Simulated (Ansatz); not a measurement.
**A correction line for r2SCAN-D4/def2-TZVPP: vertical ionisation energy**

The vertical ionisation energy (cation less neutral) in eV of 8 molecular compounds of Ge: x at r2SCAN-D4/def2-TZVPP, y at CCSD(T)/def2-TZVPP. Shapes, held fixed at every level: PBE0-D4/def2-TZVP. Flexible molecules stand in one conformer, not always the lowest. Programs: Ansatz 0.2.0.

| molecule | x (eV) | y (eV) |
| --- | --- | --- |
| C3H8GeO (SMILES C[CH2][Ge][O]C) | 8.12 | 8.34 |
| GeH(SH) | 9.34 | 9.38 |
| Ge(SH)Cl | 9.64 | 9.71 |
| GeBr2 (SMILES [Br][Ge][Br]) | 9.77 | ? |
| Ge(SH)F | 9.83 | 9.89 |
| GeBrCl (SMILES [Cl][Ge][Br]) | 9.99 | 10.04 |
| GeClF (SMILES [F][Ge][Cl]) | 10.77 | 10.83 |
| Ge(OH)F | 10.83 | 10.97 |

Fit y = c + s·x to the known rows and predict y for GeBr2.


1. Means of the 7 rows: x = 9.7886, y = 9.880.
2. Σ(Δx)² = 5.0975, Σ(Δx·Δy) = 4.9193, so the slope is 4.9193/5.0975 = 0.96504.
3. Intercept: 9.880 − (0.96504) × 9.7886 = 0.434. The largest residual of the fit is 0.085.
4. GeBr2: 0.434 + 0.96504 × 9.77 = 9.86 eV.

CCSD(T)/def2-TZVPP gives 9.83 eV, so the prediction is off by +0.03 eV, within the largest residual. Uncorrected, r2SCAN-D4/def2-TZVPP misses it by -0.06 eV, and the other rows by 0.09 on average. The line overshoots: the miss goes from -0.06 to +0.03. Left out in turn, the other rows are missed by 0.08 eV on average, hardly better than no correction. Cations run unrestricted. Relativity is left out for Br, Ge. Outer-core shells of Br, Ge are correlated, in sets that cover them unevenly.

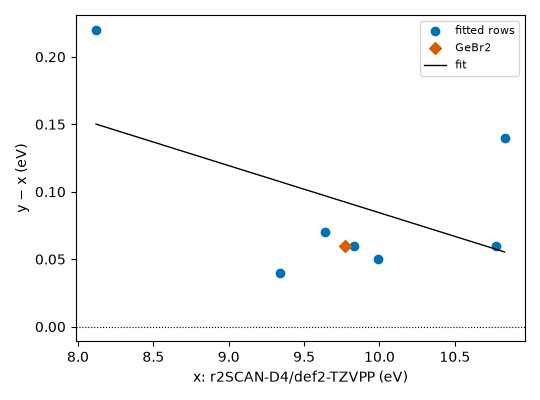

The correction y − x against x, with the fitted line and the withheld molecule.
